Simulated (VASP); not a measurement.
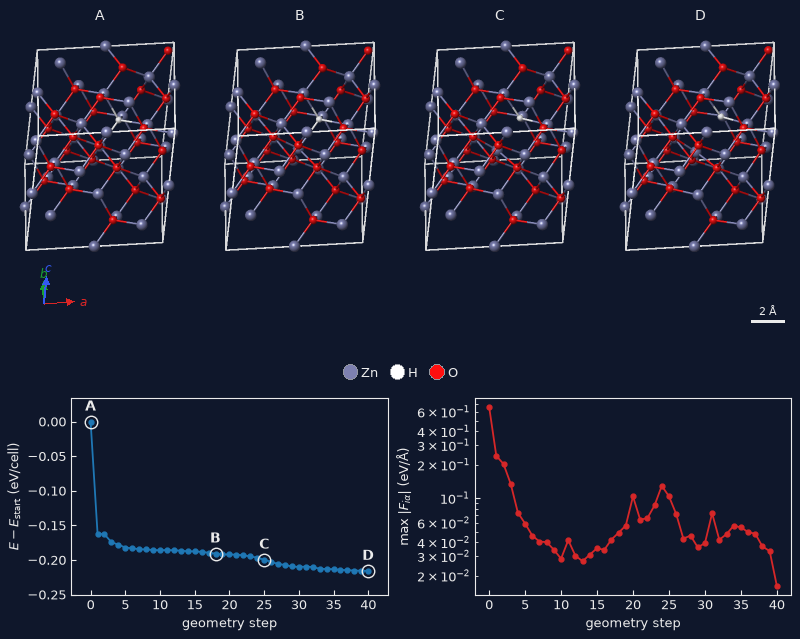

Frames of a relaxation of a defect cell of composition Zn24HO23, marked on the history of the run. A ball-and-stick model of the cell of the calculation (origin shifted), seen from a free direction.

The run lets the atoms move in a fixed cell.

These are results of VASP, Kohn-Sham DFT of a periodic cell, PBE, VASP PAW PBE potentials, recommended, not measurements.

Input file:
```
PREC     = Normal         # precision mode
ENCUT    = 450            # plane-wave cutoff, eV
EDIFF    = 1E-6           # SCF threshold, eV
ISMEAR   = 0              # smearing method
SIGMA    = 0.01           # smearing width, eV
LREAL    = Auto         
LASPH    = T              # aspherical terms in the spheres
NELM     = 80             # most SCF steps
ALGO     = Normal         # electronic algorithm
ISIF     = 2              # what is computed and relaxed
LWAVE    = F              # write WAVECAR
LCHARG   = F              # write CHGCAR
GGA      = PE             # functional
IBRION   = 2              # ionic algorithm
NSW      = 70             # ionic steps
EDIFFG   = -0.025         # ionic threshold
ICORELEVEL= 1            
NELECT   = 426.0        
KPAR     = 4            
NCORE    = 2
```

Command:
```bash
cat potpaw_PBE.64/Zn/POTCAR potpaw_PBE.64/H/POTCAR potpaw_PBE.64/O/POTCAR > POTCAR
mpirun -np 8 vasp_std > vasp.out
```

### What happens along the run?

The atom that moves furthest is a Zn atom (0.44 Å along [−1 −1 −1]). By element the largest moves are Zn 0.44 Å, H 0.26 Å, O 0.06 Å. The cell doesn't change. Among the contacts that change: H–Zn 2.011 → 2.703 Å, H–Zn 2.002 → 1.929 Å, O–Zn 2.002 → 1.933 Å, O–Zn 2.011 → 2.047 Å. Bond angles that change, for instance: Zn–O–Zn 108.6° → 97.6°, O–Zn–O 110.3° → 118.6°, Zn–O–Zn 110.3° → 115.2°. After 40 geometry steps the energy has fallen by 0.216 eV per cell of the calculation. The largest force component goes from 0.67 to 0.016 eV/Å. From step 0 to 18: a Zn atom moves most (0.16 Å), energy −0.191 eV per cell of the calculation. From step 18 to 25: a Zn atom moves most (0.13 Å), energy −8.9 meV per cell of the calculation. From step 25 to 40: a Zn atom moves most (0.14 Å), energy −16.2 meV per cell of the calculation.

```json
{"step": "0", "E − E(0), meV/atom": "0.00", "largest force component, eV/Å": "0.6679"}
{"step": "1", "E − E(0), meV/atom": "-3.37", "largest force component, eV/Å": "0.2410"}
{"step": "2", "E − E(0), meV/atom": "-3.39", "largest force component, eV/Å": "0.2036"}
{"step": "3", "E − E(0), meV/atom": "-3.63", "largest force component, eV/Å": "0.1350"}
{"step": "4", "E − E(0), meV/atom": "-3.70", "largest force component, eV/Å": "0.0740"}
{"step": "5", "E − E(0), meV/atom": "-3.79", "largest force component, eV/Å": "0.0591"}
{"step": "6", "E − E(0), meV/atom": "-3.81", "largest force component, eV/Å": "0.0461"}
{"step": "7", "E − E(0), meV/atom": "-3.84", "largest force component, eV/Å": "0.0406"}
{"step": "8", "E − E(0), meV/atom": "-3.85", "largest force component, eV/Å": "0.0402"}
{"step": "9", "E − E(0), meV/atom": "-3.86", "largest force component, eV/Å": "0.0343"}
{"step": "10", "E − E(0), meV/atom": "-3.87", "largest force component, eV/Å": "0.0285"}
{"step": "12", "E − E(0), meV/atom": "-3.87", "largest force component, eV/Å": "0.0303"}
{"step": "13", "E − E(0), meV/atom": "-3.88", "largest force component, eV/Å": "0.0270"}
{"step": "15", "E − E(0), meV/atom": "-3.90", "largest force component, eV/Å": "0.0354"}
{"step": "16", "E − E(0), meV/atom": "-3.92", "largest force component, eV/Å": "0.0342"}
{"step": "18", "E − E(0), meV/atom": "-3.97", "largest force component, eV/Å": "0.0489"}
{"step": "19", "E − E(0), meV/atom": "-4.00", "largest force component, eV/Å": "0.0567"}
{"step": "21", "E − E(0), meV/atom": "-4.01", "largest force component, eV/Å": "0.0641"}
{"step": "23", "E − E(0), meV/atom": "-4.06", "largest force component, eV/Å": "0.0861"}
{"step": "24", "E − E(0), meV/atom": "-4.10", "largest force component, eV/Å": "0.1293"}
{"step": "26", "E − E(0), meV/atom": "-4.22", "largest force component, eV/Å": "0.0722"}
{"step": "27", "E − E(0), meV/atom": "-4.29", "largest force component, eV/Å": "0.0433"}
{"step": "29", "E − E(0), meV/atom": "-4.36", "largest force component, eV/Å": "0.0361"}
{"step": "31", "E − E(0), meV/atom": "-4.36", "largest force component, eV/Å": "0.0731"}
{"step": "32", "E − E(0), meV/atom": "-4.38", "largest force component, eV/Å": "0.0422"}
{"step": "34", "E − E(0), meV/atom": "-4.44", "largest force component, eV/Å": "0.0566"}
{"step": "35", "E − E(0), meV/atom": "-4.44", "largest force component, eV/Å": "0.0545"}
{"step": "37", "E − E(0), meV/atom": "-4.47", "largest force component, eV/Å": "0.0478"}
{"step": "38", "E − E(0), meV/atom": "-4.48", "largest force component, eV/Å": "0.0367"}
{"step": "40", "E − E(0), meV/atom": "-4.49", "largest force component, eV/Å": "0.0162"}
```

Limits of the set-up: the periodic images lie only 8.4 Å apart, so the values are limited by the cell's size.
